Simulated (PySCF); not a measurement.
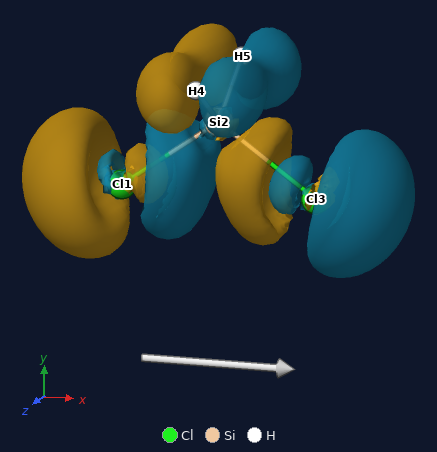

*Cl2H2Si, SMILES `Cl[SiH2]Cl`. Change of the electron density in a uniform field of 0.21 V/Å along +x (arrow), surfaces at ±0.0015 e/Å³ (yellow: gain, teal: loss).*

PySCF calculation, B3LYP/def2-SVPD, gas phase; geometry: GFN2-xTB. No frequency check shows the geometry to be a minimum. GFN2-xTB bond lengths at metals and heavier atoms can be off by up to 0.1 Å and shapes distorted, which carries into these values.

Geometry (Å), atoms numbered from 1:

```
Cl1     -1.6423   -0.4029   -0.0000
Si2      0.0000    0.7550    0.0000
Cl3      1.6423   -0.4029    0.0000
H4      -0.0002    1.5638    1.2093
H5       0.0002    1.5638   -1.2093
```

What dipole is induced, and what polarisability does it imply?

The induced dipole is 0.62 D (along the field); α along this axis, from the fields in both directions, is 61 bohr³ (9.1 Å³).

Which atoms gain and lose the most charge?

Electrons gather most on Cl1 (Hirshfeld charge changes by −0.019 e) and leave Cl3 most (+0.019 e); 0.050 electrons are displaced in all.
